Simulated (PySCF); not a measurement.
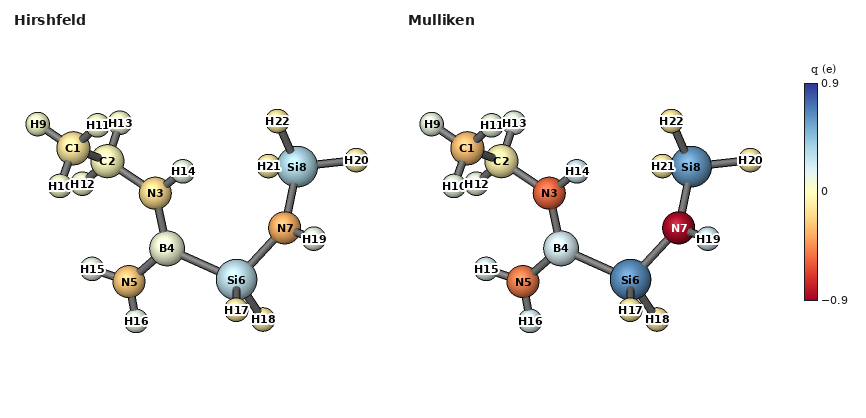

Atomic charges of one calculation by 2 schemes, on one colour scale. The computed structure is the end point of a GFN2-xTB optimisation. No frequency run is at hand to confirm it as a minimum. Computed with PBE0/pcSseg-1 (PySCF 2.14.0).

> Which scheme gives the most polar picture (largest mean size of the charges)?

The Mulliken charges are the largest in size here.

> On which atom do the schemes disagree most?

On N7 (from −0.85 to −0.33 e).

List the charges (e), one line for each set of equivalent atoms.

```csv
atom,Hirshfeld,Mulliken
C1,−0.12,−0.28
C2,−0.01,−0.07
N3,−0.18,−0.54
B4,0.07,0.20
N5,−0.26,−0.48
Si6,0.28,0.63
N7,−0.33,−0.85
Si8,0.34,0.58
H9,0.04,0.11
H10,0.04,0.12
H11,0.04,0.11
H12,0.04,0.11
H13,0.04,0.12
H14,0.11,0.22
H15,0.12,0.17
H16,0.12,0.19
H17,−0.10,−0.11
H18,−0.10,−0.11
H19,0.11,0.22
H20,−0.08,−0.10
H21,−0.08,−0.09
H22,−0.10,−0.13
```

The geometry is semi-empirical. Around B, Si such bond lengths and angles can be off by a tenth of an ångström or more and by several degrees, and values that hang on the shape move with them.
